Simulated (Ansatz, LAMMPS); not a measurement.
# Glassy 80SiO2-20Li2O (mol %) (75 atoms): a short ab initio trajectory

How do the atoms of glassy 80SiO2-20Li2O (mol %) (75 atoms) move, and what local order do they keep?

Program: Ansatz 0.2.0. Level of theory: Kohn-Sham DFT, PBE, PAW (set soft_2), plane waves. Results are calculated unless marked as measured.

## 1. Starting point

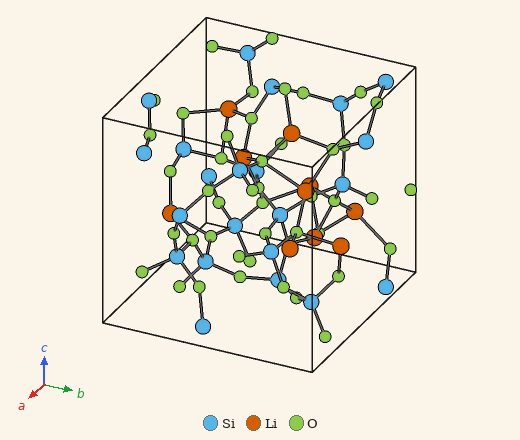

Start, viewed from a free direction; silicon blue, lithium orange, oxygen green. Bonds to atoms that aren't drawn are left out. Some periodic images of atoms are drawn too.

The cell holds 75 atoms: 20 Si, 10 Li and 45 O. Cell: a = 9.737 Å, b = 9.737 Å, c = 9.737 Å, α = 90.0°, β = 90.0°, γ = 90.0°. 75 atoms (20 Si, 10 Li, 45 O) placed at random at 2.26 g/cm³, melted at 4000 K for 10 ps at fixed volume with the Morse and Coulomb pair potential with partial charges (Pedone, Malavasi, Menziani, Cormack and Segre, J. Phys. Chem. B 110, 11780 (2006)). Quenched from 1800 K to 300 K at 20 K/ps and fixed volume, held 10 ps at zero pressure.

Limits known from the start: The quench rate of 20 K/ps is many orders above laboratory rates, so the cell is likely richer in defects and strain than a real sample. The starting topology of bonds comes from the classical model. Only the Γ point is sampled, in a cell whose shortest periodic width is 10 Å.

## 2. Dynamics at 900 K

Without a thermostat the total energy must stay constant, which tests forces and time step. The time step is 1.0 fs.

input.yaml

```yaml
crystal:
  lattice:
    - [9.73665, 0.0, 0.0]
    - [0.0, 9.73665, 0.0]
    - [0.0, 0.0, 9.73665]
  atoms:
    - { symbol: Si, position: [0.9952, 0.36552, 0.60835] }
    - { symbol: Si, position: [0.95677, 0.45778, 0.0714] }
    - { symbol: Si, position: [0.51421, 0.59898, 0.1171] }
    - { symbol: Si, position: [0.7233, 0.08427, 0.96842] }
    [... 65 atom lines left out ...]
    - { symbol: O, position: [0.294, 0.21705, 0.50971] }
    - { symbol: O, position: [0.84379, 0.1486, 0.87545] }
    - { symbol: O, position: [0.0304, 0.99202, 0.4146] }
    - { symbol: O, position: [0.89316, 0.45128, 0.70092] }
    - { symbol: O, position: [0.4634, 0.83439, 0.78575] }
    - { symbol: O, position: [0.94565, 0.68799, 0.78618] }
kpoints:
  mp_grid: { grid: [1, 1, 1] }
hamiltonian:
  xc: pbe
scf:
  occupations: { method: gaussian, width: 0.05 }
output:
  forces: true
  stress: true
md:
  timestep: 1.0
  n_steps: 444
  ensemble: nve
  temperature: 900
  initial_velocities: maxwell_boltzmann
  seed: 8193
```

Command:

```
ansatz run input.yaml --threads 4 --pin off --max-ram 8192MiB --backend cpu --events-out ev --progress --plain --runs-dir out
```

Wall time 24 min (4 threads of Arm Neoverse V2, shared host); peak memory 1.1 GiB; 90 min of CPU time.

The program notes that the SCF threshold is loose for the stress and it switched symmetry off.

Rows from the run:

| time (fs) | T (K) | potential (meV/atom) | conserved (meV/atom) |
| --- | --- | --- | --- |
| 0.0 | 900 | 0.0 | 0.00 |
| 30.0 | 627 | 34.9 | 0.10 |
| 59.0 | 717 | 23.4 | 0.09 |
| 89.0 | 726 | 22.2 | 0.09 |
| 118.0 | 862 | 4.9 | 0.09 |
| 148.0 | 850 | 6.4 | 0.06 |
| 178.0 | 778 | 15.7 | 0.09 |
| 207.0 | 723 | 22.6 | 0.09 |
| 237.0 | 656 | 31.3 | 0.14 |
| 266.0 | 734 | 21.3 | 0.06 |
| 296.0 | 788 | 14.3 | 0.04 |
| 326.0 | 775 | 16.1 | 0.10 |
| 355.0 | 775 | 16.0 | 0.06 |
| 385.0 | 904 | -0.5 | 0.05 |
| 414.0 | 843 | 7.4 | 0.06 |
| 444.0 | 708 | 24.6 | 0.05 |

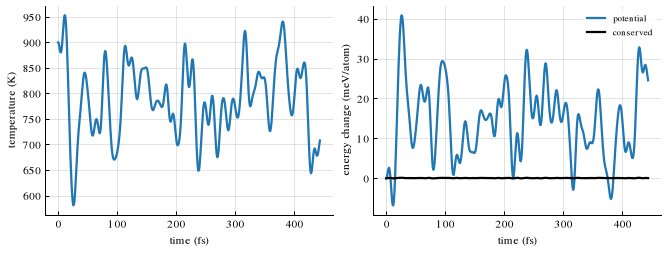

Temperature and energies against time.

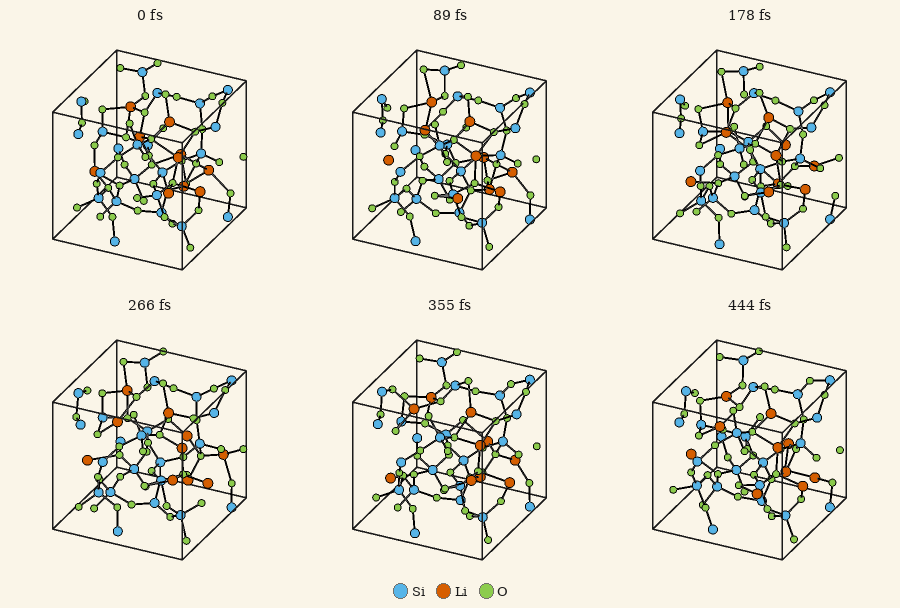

6 frames of the run. Bonds to atoms that aren't drawn are left out.

Mean square displacement from the first frame to the last: Si 0.062 Å², Li 1.0 Å², O 0.13 Å².

Mean square displacement against time lag:

```
time lag (fs)  Li (Å²)  O (Å²)  Si (Å²)
          1.0   3.1e-4  1.2e-4   6.6e-5
         28.0    0.172  0.0518   0.0243
         47.0    0.314  0.0955   0.0402
         74.0    0.455   0.137   0.0621
        102.0    0.550   0.185   0.0841
        120.0    0.565   0.211   0.0976
        148.0    0.561   0.235    0.107
        175.0    0.567   0.244    0.112
        194.0    0.588   0.242    0.109
        222.0    0.652   0.234    0.103
```

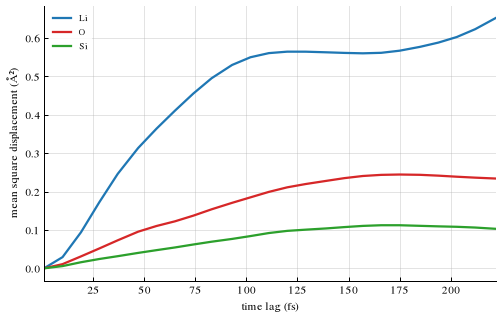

Mean square displacement, plotted against time lag.

Over the second half of 444 fs the temperature averages 788 K with swings of 68 K r.m.s. The conserved energy stays within 0.14 meV/atom. From first frame to last Li has the largest mean square displacement, 1.0 Å² at the end; the farthest move is 1.71 Å. The count of bonds goes from 116 in the first frame to 115 in the last, by one set of cutoffs: 10 pairs passed out of them and 9 came within. The run spans 0.44 ps, too short for its means to be equilibrium values.

## 3. Local order late in the run

The g(r) is a mean over the second half; what follows it is taken at the last frame.

Density 2.43 g/cm³, 12.31 Å³ an atom.

Mean of 14 frames. g(r), total and by pair (bins of 0.2 Å):

| r (Å) | total | O-O | O-Si | O-Li | Si-Si | Si-Li | Li-Li |
| --- | --- | --- | --- | --- | --- | --- | --- |
| 1.40 | 0.02 | 0.00 | 0.07 | 0.00 | 0.00 | 0.00 | 0.00 |
| 1.60 | 3.12 | 0.00 | 9.65 | 0.21 | 0.00 | 0.00 | 0.00 |
| 1.80 | 1.15 | 0.00 | 2.35 | 2.48 | 0.00 | 0.00 | 0.00 |
| 2.00 | 0.36 | 0.00 | 0.00 | 2.27 | 0.00 | 0.00 | 0.00 |
| 2.20 | 0.27 | 0.01 | 0.00 | 1.56 | 0.00 | 0.03 | 1.07 |
| 2.40 | 0.33 | 0.47 | 0.00 | 0.64 | 0.00 | 0.31 | 1.53 |
| 2.60 | 1.32 | 3.23 | 0.01 | 0.46 | 0.02 | 0.81 | 1.54 |
| 2.80 | 1.23 | 2.62 | 0.06 | 0.59 | 0.69 | 1.34 | 1.27 |
| 3.00 | 0.90 | 0.94 | 0.23 | 0.67 | 3.16 | 1.98 | 1.10 |
| 3.20 | 1.00 | 0.85 | 0.56 | 0.79 | 2.74 | 2.41 | 1.34 |
| 3.40 | 0.94 | 0.86 | 1.02 | 0.91 | 0.22 | 1.77 | 0.81 |
| 3.60 | 1.07 | 0.80 | 1.63 | 0.96 | 0.12 | 1.15 | 0.82 |
| 3.80 | 1.00 | 0.68 | 1.44 | 1.17 | 0.56 | 0.83 | 0.44 |
| 4.00 | 1.08 | 0.62 | 1.71 | 1.23 | 0.91 | 0.61 | 0.65 |
| 4.20 | 1.24 | 0.69 | 1.87 | 1.45 | 1.29 | 0.81 | 0.53 |
| 4.40 | 0.98 | 0.74 | 1.14 | 1.30 | 1.08 | 0.78 | 0.59 |
| 4.60 | 0.96 | 1.00 | 0.74 | 1.29 | 1.07 | 0.90 | 0.69 |
| 4.80 | 0.96 | 1.25 | 0.66 | 0.87 | 1.06 | 0.99 | 0.71 |

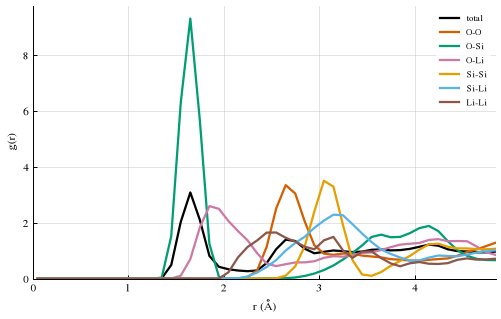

Pair distribution functions, lightly smoothed.

Bonds by pair of elements; cutoffs follow the first minimum of g(r), held within bounds set by covalent radii, and pairs that aren't listed don't count as bonded:

```
pair A-B  cutoff (Å)  bonds  mean length (Å)  spread (Å)  shortest (Å)  B about A  A about B
    O-Si        2.16     80             1.65       0.069          1.52       1.78          4
    O-Li        2.52     35             2.06       0.215          1.73      0.778        3.5
```

How many atoms have how many bonded neighbours:

| element | mean | 2 | 3 | 4 | 5 |
| --- | --- | --- | --- | --- | --- |
| Li | 3.5 | 1 | 4 | 4 | 1 |
| O | 2.56 | 22 | 21 | 2 | 0 |
| Si | 4 | 0 | 0 | 20 | 0 |

Bond angles (no mean is given where the spread exceeds 20°):

| angle | count | mean (°) | spread (°) |
| --- | --- | --- | --- |
| O-Si-O | 120 | 109 | 7.8 |
| Li-O-Si | 49 | 114 | 20 |
| O-Li-O | 47 | - | - |
| Si-O-Si | 35 | 140 | 14.6 |
| Li-O-Li | 13 | - | - |

Oxygen atoms by the number of network formers (Si, P, Ge, B, Al, As, Ga) bound to them:

```
network formers bound to O  O atoms  per cent
                         0        0         0
                         1       10      22.2
                         2       35      77.8
```

Network units: each former by its oxygen neighbours and how many of them bridge to another former:

```
former  O neighbours  bridging O  atoms
    Si             4           2      1
    Si             4           3      8
    Si             4           4     11
```

Bond length by coordination (bonds to H left out):

| element | coordination | atoms | mean bond length (Å) |
| --- | --- | --- | --- |
| Li | 2 | 1 | 2.03 |
| Li | 3 | 4 | 1.98 |
| Li | 4 | 4 | 2.06 |
| Li | 5 | 1 | 2.25 |
| O | 2 | 22 | 1.65 |
| O | 3 | 21 | 1.85 |
| O | 4 | 2 | 1.87 |

Rings of the network by King's shortest-path rule, up to 12 atoms, one path for each pair of neighbours; H, halogens, alkali and alkaline-earth atoms are left out, and the last column divides by all other atoms, bonded or not:

| ring size (atoms) | rings | per network atom |
| --- | --- | --- |
| 8 | 3 | 0.046 |
| 10 | 6 | 0.092 |
| 12 | 4 | 0.062 |

For some of the pairs, g(r) has its first main peak near 2.7 Å (O-O), 1.6 Å (O-Si), 1.9 Å (O-Li), 3.1 Å (Si-Si) and 3.1 Å (Si-Li). By these cutoffs 40 % of Li atoms have 3 and as many 4, 49 % of O atoms have 2 and all Si atoms have 4 bonded neighbours. The O-Si-O angle averages 109° with a spread of 8°. 78 % of the oxygens bridge two formers (Si) and 22 % are non-bridging. The commonest Si unit has 4 oxygens, 4 of them shared with other formers (11 of 20 atoms). Rings of 10 atoms are the most common (46 % of those counted); sizes run from 8 to 12, where the search stops.

## 4. Single point at the last frame

The last frame is solved once more, with the analyses that the dynamics left out.

input.yaml

```yaml
crystal:
  lattice:
    - [9.73665, 0.0, 0.0]
    - [0.0, 9.73665, 0.0]
    - [0.0, 0.0, 9.73665]
  atoms:
    - { symbol: Si, position: [0.01047, 0.34937, 0.62174] }
    - { symbol: Si, position: [0.97269, 0.45121, 0.09291] }
    - { symbol: Si, position: [0.50676, 0.59914, 0.12623] }
    - { symbol: Si, position: [0.694, 0.10603, 0.96271] }
    [... 65 atom lines left out ...]
    - { symbol: O, position: [0.30284, 0.19571, 0.48989] }
    - { symbol: O, position: [0.82491, 0.15749, 0.85897] }
    - { symbol: O, position: [0.07736, 0.9886, 0.4105] }
    - { symbol: O, position: [0.90127, 0.43205, 0.71681] }
    - { symbol: O, position: [0.51423, 0.85589, 0.80223] }
    - { symbol: O, position: [0.97286, 0.69557, 0.76828] }
kpoints:
  mp_grid: { grid: [1, 1, 1] }
hamiltonian:
  xc: pbe
scf:
  occupations: { method: gaussian, width: 0.05 }
output:
  forces: true
  stress: true
  populations: true
  dos:
    method: { smearing: { sigma: 0.15 } }
    de: 0.1
    projected: { site_lists: { Li: [Li], O: [O], Si: [Si] } }
  eigenvalues: true
  write_density: true
  write_potential: true
  volumetric_format: npy
  elf: true
```

Wall time 8.6 s (4 threads); peak memory 1.1 GiB; 32 s of CPU time.

Read from the output:

| Quantity | Value |
| --- | --- |
| free energy | -40371.0816 eV |
| free energy per atom | -538.2811 eV/atom |
| SCF cycles | 9 |
| pressure | 0.5645 GPa |
| r.m.s. force component | 1.332 eV/Å |
| longest force | 5.086 eV/Å |
| Fermi energy | 5.609 eV |
| gap (highest filled to lowest empty level) | 2.978 eV |
| spilling of the projection | 0.01289 |

Neighbours are counted within 2.16 Å (O-Si), 2.52 Å (O-Li), the cutoffs taken from the dynamics.

Length of the force by element and coordination:

| element | coordination | atoms | mean length of the force (eV/Å) | spread | least | most |
| --- | --- | --- | --- | --- | --- | --- |
| Li | all | 10 | 0.705 | 0.247 | 0.479 | 1.30 |
| Li | 2 | 1 | 0.556 | 0 | 0.556 | 0.556 |
| Li | 3 | 4 | 0.738 | 0.335 | 0.479 | 1.30 |
| Li | 4 | 4 | 0.725 | 0.179 | 0.530 | 0.949 |
| Li | 5 | 1 | 0.637 | 0 | 0.637 | 0.637 |
| O | all | 45 | 2.07 | 1.03 | 0.553 | 5.09 |
| O | 2 | 22 | 2.29 | 1.07 | 0.739 | 5.09 |
| O | 3 | 21 | 1.89 | 0.967 | 0.553 | 3.73 |
| O | 4 | 2 | 1.57 | 0.354 | 1.22 | 1.92 |
| Si | all | 20 | 2.62 | 0.911 | 0.787 | 4.54 |

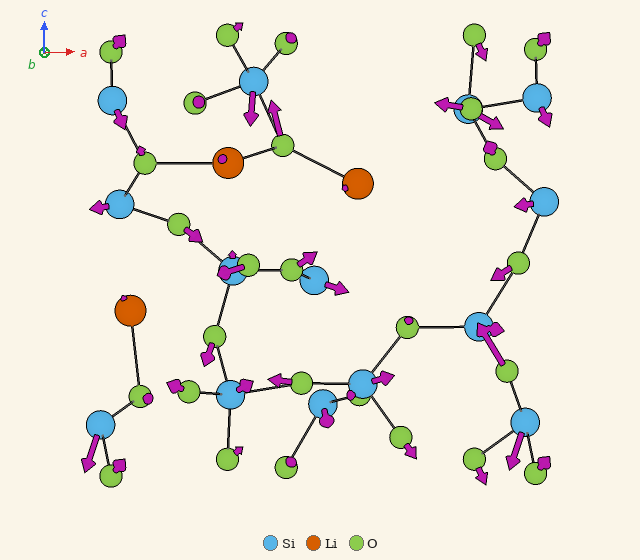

Forces as arrows; the longest in the cell is 5.09 eV/Å. Drawn is a slice 4 Å thick, seen along the normal of the ac plane.

Löwdin charges by element and coordination (they lack the spilled electrons, 0.065 e an atom on average):

```
element  coordination  atoms  mean charge (e)  spread   least    most
     Li           all     10            0.808  0.0132   0.784   0.830
     Li             2      1            0.830       0   0.830   0.830
     Li             3      4            0.802  0.0153   0.784   0.823
     Li             4      4            0.807  0.0069   0.798   0.816
     Li             5      1            0.811       0   0.811   0.811
      O           all     45           -0.827  0.0768   -1.01  -0.753
      O             2     22           -0.782  0.0309  -0.911  -0.753
      O             3     21           -0.857  0.0758  -0.990  -0.779
      O             4      2            -1.00  0.0097   -1.01  -0.991
     Si           all     20             1.70  0.0505    1.59    1.77
```

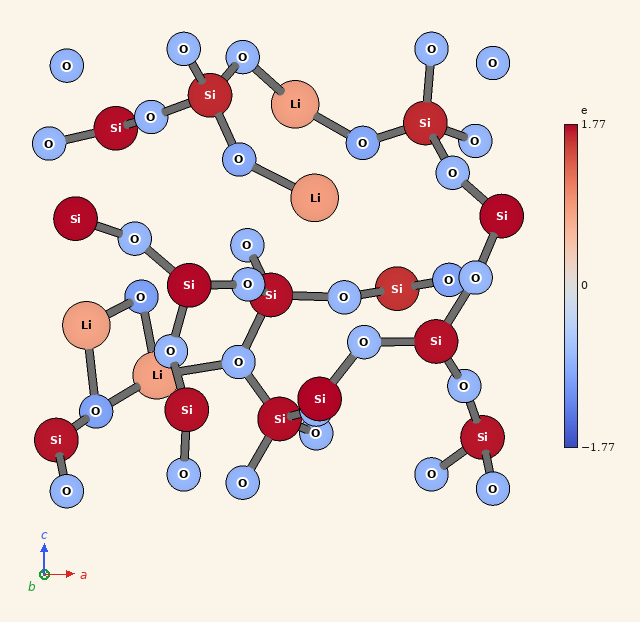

Atoms coloured by Löwdin charge. Drawn is a slice 5 Å thick, seen along the normal of the ac plane. Bonds to atoms that aren't drawn are left out.

Density of states as counts of states in windows of 1 eV (from the Fermi level), total and the larger projections:

```csv
from (eV),to (eV),total,O p,Si p
-10,-9,15.0,11.0,2.4
-9,-8,24.0,18.3,4.7
-8,-7,18.6,14.6,2.4
-7,-6,34.4,29.1,2.7
-6,-5,49.2,44.2,2.2
-5,-4,46.8,43.8,1.2
-4,-3,35.6,33.7,0.8
-3,-2,15.9,14.9,0.4
-2,-1,5.4,5.1,0.1
-1,1,0.0,0.0,0.0
1,2,2.0,0.1,0.1
2,3,1.3,0.2,0.3
3,4,13.9,2.0,3.9
4,5,19.6,2.5,7.3
```

Between -26 and -10 eV lie 115 more states.

About 20 of the 380 electrons lie in deeper levels, below the stored range.

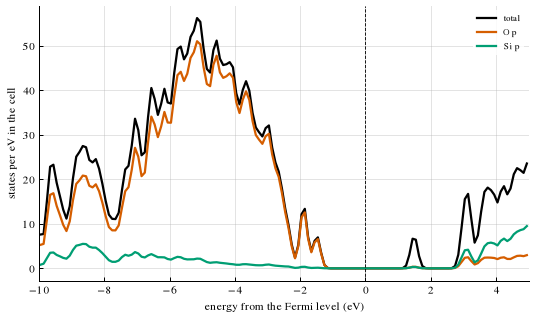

Total and projected density of states, with the broadening of the input.

The levels nearest the highest filled one (over half full), pooled over k-points and spins:

```
level less the highest filled one (eV)  occupation
                                 -1.13           2
                                 -1.04           2
                                -0.865           2
                                -0.431           2
                                -0.379           2
                                     0           2
                                  2.98           0
                                  4.49           0
                                  4.60           0
                                  4.68           0
                                  5.01           0
                                  5.16           0
```

Mean Löwdin charges: Li +0.81, O -0.83, Si +1.70 e (they miss 1.3 % of the electrons, so they add up to more than the cell's charge).

## 5. Summary of results

```
mean temperature, second half                                : 788.3 K
temperature swing, second half                               : 68.42 K
mean pressure, second half                                   : 1.584 GPa
slope of the conserved energy against time, by least squares : -0.0047 meV/atom/ps
free energy per atom                                         : -538.2811 eV/atom
pressure                                                     : 0.5645 GPa
r.m.s. force component                                       : 1.332 eV/Å
gap (highest filled to lowest empty level)             : 2.978 eV
wall time of the 2 DFT runs                                  : 24 min
```

**Reading.** Over the second half of 444 fs the temperature averages 788 K with swings of 68 K r.m.s. The conserved energy stays within 0.14 meV/atom. The count of bonds goes from 116 in the first frame to 115 in the last, by one set of cutoffs: 10 pairs passed out of them and 9 came within. The run spans 0.44 ps, too short for its means to be equilibrium values. With the cutoffs above, 40 % of Li atoms have 3 and as many 4, 49 % of O atoms have 2 and all Si atoms have 4 bonded neighbours. 78 % of the oxygens bridge two formers (Si) and 22 % are non-bridging. The highest filled and lowest empty levels differ by 2.98 eV (at Γ alone); a semilocal functional tends to put such gaps too low. In a disordered cell it changes from sample to sample, and tail or defect levels can set it.

What to keep in mind: The network of bonds at the start is that of the classical potential that made the cell; in DFT 10 of its 116 bonded pairs passed out of the cutoffs and 9 came within them. The stress is far from hydrostatic: its diagonal is 2.8, 0.7, -1.9 GPa, compression counted positive. The pressure of a single frame lacks the kinetic term, about 0.88 GPa here.

[Logs are printed without paths, hosts, clocks, repeated set-up lines and the standing remarks that a program may print on its own settings, such as how far it seeks lower states.]

[Hosts, paths, dates, database ids (printed as entryN), source tags and the programs' standing remarks are cut or masked in the printed files.]
